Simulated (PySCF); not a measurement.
SMILES Cl[Se]Cl at its PBE0/def2-SVP optimised geometry (Å):

```
3

Se    -0.8622    -1.0621     0.0000
Cl    -1.3082     1.0621     0.0000
Cl     1.3082    -1.0621     0.0000
```

Level of theory: PySCF with PBE0/def2-TZVP. Cells within 0.4 Å of a nucleus heavier than hydrogen are left out (blank, or x).

Map of the LUMO amplitude (bohr^(-3/2)) on the plane z = 0.0 Å; orbital energy -2.75 eV, overall sign arbitrary:

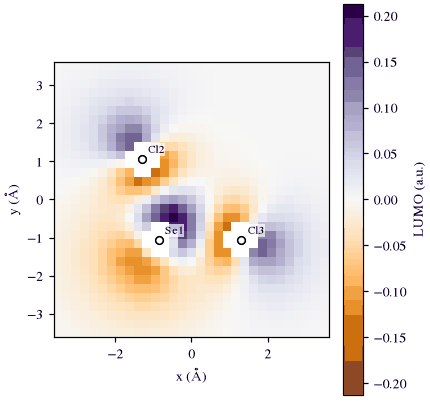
LUMO amplitude (bohr^(-3/2)) on the plane z = 0.0 Å.
